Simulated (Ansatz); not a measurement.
# C₂H₄ClGaS: small, medium and large basis sets

How large a basis does C₂H₄ClGaS need? Two functionals are run in growing sets.

Computed with Ansatz 0.2.0, Gaussian basis. Level: one geometry, several basis sets.

Plan: PBE0-D4/def2-SVP; ωB97M-V/def2-SVP; PBE0-D4/def2-QZVPP; ωB97M-V/def2-QZVPP; the functionals' def2-TZVPP values are taken from earlier runs.

## 1. The geometry

The geometry comes from an earlier relaxation with PBE0-D4/def2-TZVP; it is a stationary point, not always the lowest conformer.

SMILES `[Cl][Ga]1[CH2]S[CH2]1`, 9 atoms, charge 0, spin multiplicity 1.

Atoms are counted from 1 here; the program's logs count them from 0.

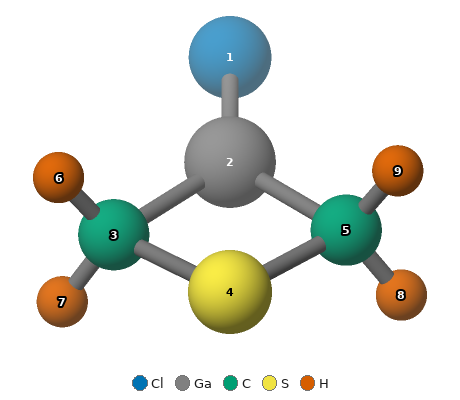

The geometry (chlorine blue, gallium grey, carbon teal, sulfur yellow, hydrogen orange); atoms are numbered from 1 in the order of the file.

## 2. PBE0-D4 in def2-SVP

File in.yaml:

```yaml
crystal:
  periodic: [false, false, false]
  atoms:
    - {symbol: Cl, position_ang: [-1.609844, -1.607361, -2.230692]}
    - {symbol: Ga, position_ang: [-0.523578, -0.532565, -0.735761]}
    - {symbol: C, position_ang: [0.940620, 0.800895, -0.704755]}
    - {symbol: S, position_ang: [0.824755, 0.800059, 1.118905]}
    - {symbol: C, position_ang: [-0.527875, -0.422414, 1.241814]}
    - {symbol: H, position_ang: [1.915800, 0.463251, -1.058882]}
    - {symbol: H, position_ang: [0.718836, 1.779008, -1.134324]}
    - {symbol: H, position_ang: [-1.423331, -0.005495, 1.705235]}
    - {symbol: H, position_ang: [-0.226883, -1.321681, 1.781359]}
basis:
  gaussian: {orbitals: def2-SVP}
hamiltonian: {xc: pbe0, dispersion: d4}
output: {orbitals: {seedname: orbitals}}
```

The run is started by

```bash
ansatz run in.yaml --threads 4 --pin off --events-out ev --progress --plain --max-ram 10444MiB
```

After this run come: ωB97M-V in def2-SVP; PBE0-D4 in def2-QZVPP; ωB97M-V in def2-QZVPP.

Q: Predict the results of all the runs planned. Wanted: PBE0-D4: double and triple zeta above quadruple; ωB97M-V: double and triple zeta above quadruple.

**Answer**, as computed:

```
                                       quantity           value
PBE0-D4: double and triple zeta above quadruple  19.21, 1.99 eV
ωB97M-V: double and triple zeta above quadruple  19.14, 1.91 eV
```

In words: PBE0-D4 gains 17.23 eV from double to triple zeta, then 1.99 eV more. These are total energies; as a rule much of such shifts cancels in differences, which this series doesn't test.
